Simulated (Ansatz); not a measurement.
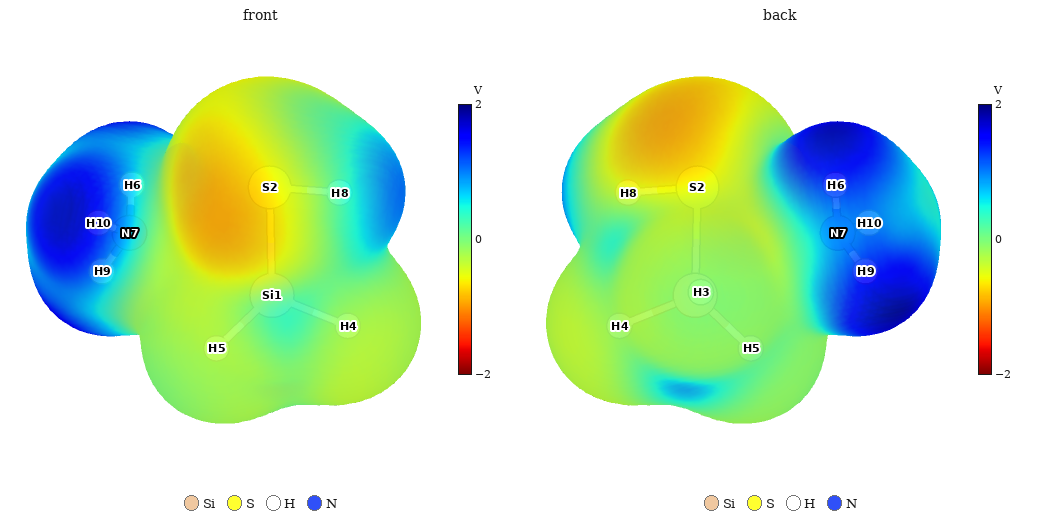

H$_{4}$SSi···NH$_{3}$. The molecular electrostatic potential painted on the density surface at 0.002 e/bohr³, seen from the front and from behind; red is negative and blue positive.

The reactant side of a reaction path; geometry: PBE0-D4/def2-TZVP.

Computed with RKS PBE0-D4/def2-TZVPP in Ansatz 0.2.0.

```yaml
atoms:
  - { symbol: Si, position_ang: [-0.4955, -0.8756, 0.6780] }
  - { symbol: S, position_ang: [1.3537, 0.0539, 1.2354] }
  - { symbol: H, position_ang: [-0.4160, -1.6250, -0.5981] }
  - { symbol: H, position_ang: [-0.7513, -1.8773, 1.7558] }
  - { symbol: H, position_ang: [-1.6458, 0.0590, 0.6754] }
  - { symbol: H, position_ang: [0.9410, 0.8811, -1.8179] }
  - { symbol: N, position_ang: [0.0759, 1.0549, -1.3207] }
  - { symbol: H, position_ang: [1.5100, -0.6755, 2.3523] }
  - { symbol: H, position_ang: [-0.6815, 1.0002, -1.9906] }
  - { symbol: H, position_ang: [0.1094, 2.0042, -0.9694] }
```

### Describe the electrostatic potential map.

The most negative region (about −1.0 V) lies over S2, the most positive (about +1.9 V) over H9.
